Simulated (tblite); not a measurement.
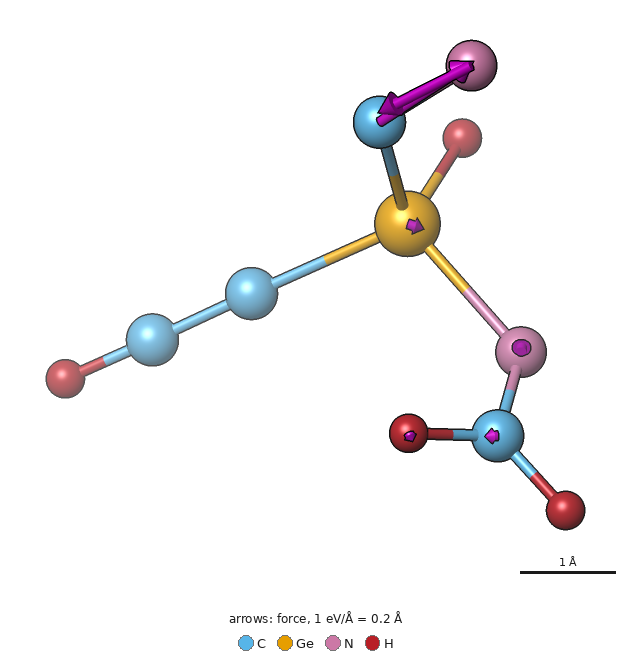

Starting geometry of C4H4GeN2 (charge −1, multiplicity 2) with the computed forces as purple arrows. The picture is a ball-and-stick view, seen at a tilt.

The calculation used GFN2-xTB geometry optimisation, gas phase in tblite 0.8.0. 

What follows when this structure is relaxed?

Answer. It isn't relaxed: the largest force vector, on a C atom, is 6.71 eV/Å. The final displacements have little in common with the starting forces (cosine between the two patterns 0.23). The largest move after the best rigid fit is that of an N atom, 1.13 Å. By element the largest moves are N 1.13 Å, H 0.91 Å, C 0.65 Å, Ge 0.26 Å. Near-neighbour distances that change, for instance: C–N 1.275 → 1.165 Å, C–Ge 1.915 → 1.991 Å, C–Ge 1.894 → 1.947 Å, Ge–H 1.553 → 1.539 Å. Among the angles between lasting bonds that change: Ge–C–N 120.9° → 153.4°, C–Ge–N 110.2° → 137.9°, Ge–N–C 121.3° → 132.6°. Groups turn about C–Ge by about 55°, C–N by about 30°. Over 86 geometry steps the energy falls by 22.9 kcal/mol.
